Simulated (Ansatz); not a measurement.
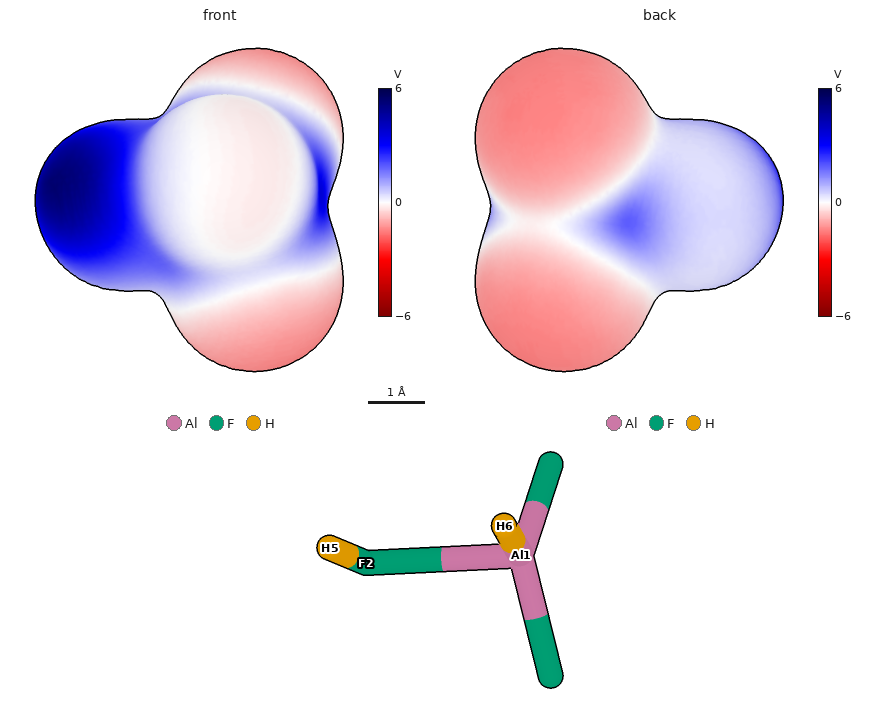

Figure. AlF$_{3}$H$_{2}$. The molecular electrostatic potential painted on the density surface at 0.002 e/bohr³, seen from the front and from behind; the colour scale runs from red (negative) to blue (positive). The bare structure is drawn below in the same view.

The product side of a reaction path; geometry: PBE0-D4/def2-TZVP.

All numbers below come from Ansatz, RKS PBE0-D4/def2-TZVPP.

```xyz
6

Al    0.2675   -0.5880    0.1141
F    -0.9232    1.0522   -0.1160
F    -0.5080   -1.5861   -0.9417
F     0.0196   -0.8292    1.7242
H    -0.4136    1.7700   -0.4209
H     1.5575    0.1809   -0.3596
```

Where is the surface potential most negative and most positive?

The most negative region (about −1.5 V) lies over F3 and F4, the most positive (about +5.2 V) over H5.
